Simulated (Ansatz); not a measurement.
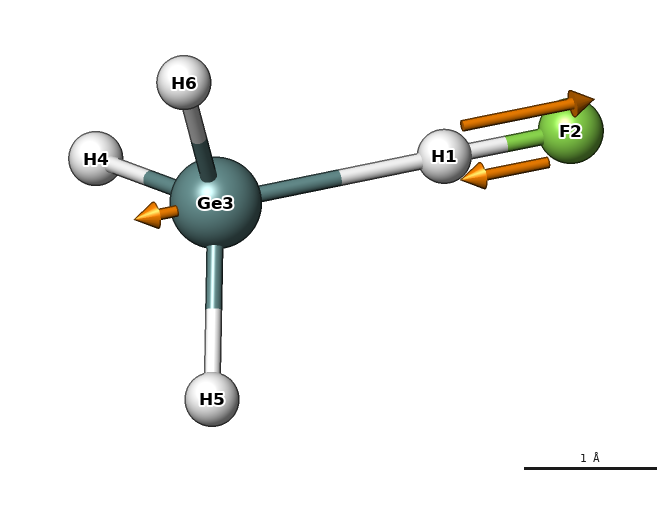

Arrows show the forces on the atoms, 0.4 Å of arrow for 1 eV/Å; forces under a tenth of the largest aren't drawn. Charge 0, doublet. Level of theory: PBE0-D4/def2-SVP (Ansatz 0.2.0).

Question: On which atom is the force largest, and how large is it?

Answer: On H1: 2.70 eV/Å.

Question: Which bond do the forces act along most?

Answer: H1–F2, now 1.029 Å: the forces pull its atoms together, so a first step downhill shortens it.

List the force components in the frame of the picture (x right, y up, z towards the viewer), in eV/Å.

```tsv
atom	Fx	Fy	Fz
H1	2.52	0.51	−0.83
F2	−1.68	−0.34	0.55
Ge3	−0.82	−0.17	0.27
H4	−0.01	0.00	0.00
H5	−0.01	0.00	0.00
H6	−0.01	0.00	0.00
```
